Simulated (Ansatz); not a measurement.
```xyz
9

B    -0.0093   -0.4663   -0.3428
F     0.3927    0.1963    2.0548
F     1.0431    0.1356   -0.8953
F    -1.1827    0.1650   -0.4310
Si    0.1085   -2.2747    0.4512
H    -0.5252   -3.3362   -0.4109
H     1.5226   -2.6687    0.7731
H    -0.6802   -2.2721    1.7515
H    -0.1852   -0.4634    2.3769
```

Not at a stationary point (largest force 0.8 eV/Å).

Level of theory: RKS PBE-D4/def2-SVP in Ansatz.

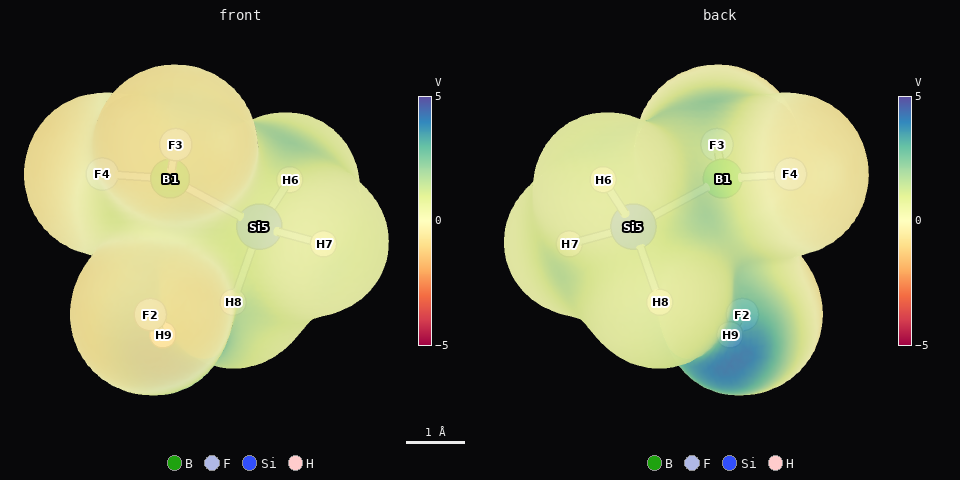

BF$_{2}$H$_{3}$Si···HF. The molecular electrostatic potential painted on the density surface at 0.004 e/bohr³, seen from the front and from behind; red is negative and blue positive.

Where is the surface potential most negative and most positive?

Answer. The most negative region (about −0.7 V) lies over F2, F3 and F4, the most positive (about +4.0 V) over H9.
